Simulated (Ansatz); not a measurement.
Input

```
crystal:
  periodic: [false, false, false]
  atoms:
    - { symbol: W, position_ang: [0.029778, 0.007365, -0.192008] }
    - { symbol: H, position_ang: [-0.126761, -0.296121, 1.496501] }
    - { symbol: O, position_ang: [1.847988, -0.16943, 0.012999] }
    - { symbol: H, position_ang: [2.660306, -0.458448, 0.444525] }
    - { symbol: F, position_ang: [0.230131, 1.850641, -0.030042] }
    - { symbol: F, position_ang: [-1.784432, 0.332125, 0.1014] }
    - { symbol: F, position_ang: [-0.143723, -1.858628, -0.124776] }
    - { symbol: F, position_ang: [-0.421326, -0.250872, -2.00816] }
    - { symbol: H, position_ang: [0.075139, -0.108531, 3.329862] }
magnetization:
  spin_polarized: true
  initial_magnetization: 1
basis:
  gaussian: { orbitals: def2-SVP }
hamiltonian:
  xc: b3lyp
relax:
  f_tol: 0.03
  max_steps: 50
output:
  orbitals: {}
```

Command:

```sh
ansatz run input.yaml --threads 4 --pin off --max-ram 5120MiB --backend cpu --events-out ev --progress --plain --runs-dir out
```

The fields are those of the run's last geometry, not of the input's.

Core potentials replace the inner electrons of W.

All numbers below come from Ansatz 0.2.0, UKS B3LYP/def2-SVP.

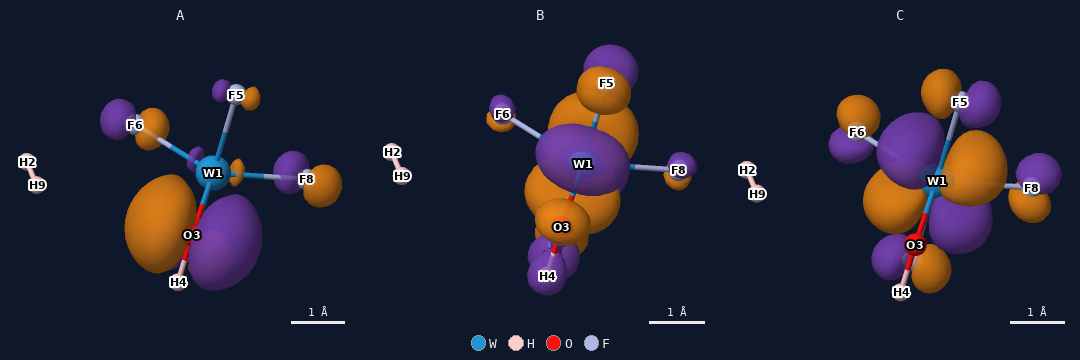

F4HOW···H2 (doublet). Three frontier orbitals at ±0.15 Å⁻³ᐟ² (orange and purple are the two phases), in no order.

Which picture is the HOMO−1, the HOMO and the LUMO? All are α orbitals.

Answer. A is the HOMO−1 (α) (−10.84 eV). By Hirshfeld shares it lies mainly on O3 (about 65 %) and F7 (about 10 %). B is the HOMO (α) (−6.58 eV). It lies mainly on W1 (about 65 %), F5 (about 10 %), F7 (about 10 %) and O3 (about 5 %). C is the LUMO (α) (−3.80 eV). Its weight (Hirshfeld) is mainly on W1 (about 70 %), F5 (about 10 %), F7 (about 10 %), F6 (about 5 %) and F8 (about 5 %).

What is the gap between the highest occupied and lowest empty α orbitals?

Answer. 2.78 eV between the orbital energies.
